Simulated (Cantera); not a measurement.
Feed: 1 mol BN, 3.9 mol O₂, a varied amount of H₂, at 1073 K and 10.0 Torr.

Equilibrium computed with Cantera from the NASA thermochemical tables; the gas is ideal and each condensed phase is pure. Candidate condensed phases: B, BN, B₂O₃, B₃O₃H₃, H₂O; 39 gas species. Gases not in the tables: H₃BO₃. Equilibrium is a limit: real reactors are often held back by kinetics, nucleation or transport.

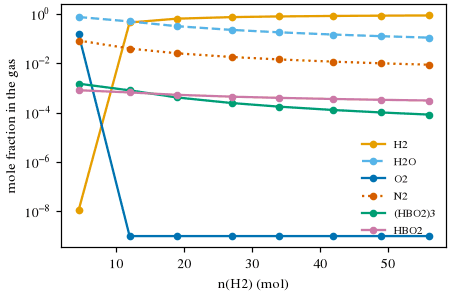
Figure. Equilibrium gas composition (values under 1e-9 drawn at 1e-9)

Question: Read off the mole fractions at 19 mol H₂.

Answer: H₂ about 0.65, H₂O about 0.32, N₂ about 0.026, HBO₂ about 0.00053, (HBO₂)₃ about 0.00042.
